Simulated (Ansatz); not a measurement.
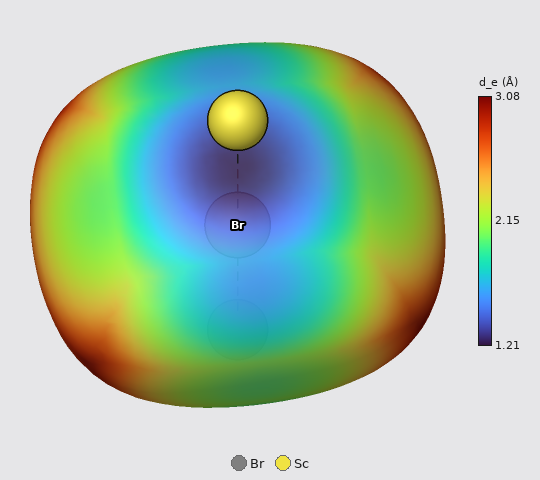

Hirshfeld surface computed for one Br atom in ScHBr2 in space group P4/mmm, coloured by d_e. Dashed lines lead to the closest neighbours outside.

The surface is where the fragment's share of the procrystal density (the sum of the densities of spherically averaged neutral Hartree-Fock atoms) equals one half. d_i and d_e are the distances from the surface to the nearest nucleus inside and outside. X–H bonds are as in the structure, not normalised.

Source of the atomic positions: the end point of a relaxation with DFT PBE, scalar-relativistic, plane waves, PAW in Ansatz 0.2.0; the starting structure was generated, so it need not be a known form of this composition.

```
Sc H Br
1.0
     5.27214    0.00000    0.00000
     0.00000    5.27214    0.00000
     0.00000    0.00000    3.93247
Sc H Br
1 1 2
Direct
  0.00000 0.00000 0.00000
  0.00000 0.00000 0.50000
  0.50000 0.00000 0.00000
  0.00000 0.50000 0.00000
```

Q: What is the shortest distance from the fragment to an atom outside it?

A: Br–Sc, 2.64 Å.

Q: How is the surface shared among contacts (nearest atom inside ··· nearest atom outside)?

A: Br···Br 45 %, Br···H 31 %, Br···Sc 24 %. The surface faces 12 neighbours with more than 2 % of its area each: 6 Br + 4 H + 2 Sc.

Q: Give the size and shape of the surface.

A: It encloses about 28.0 Å³, has an area of about 46 Å² and a globularity of 0.97 (1 for a sphere).
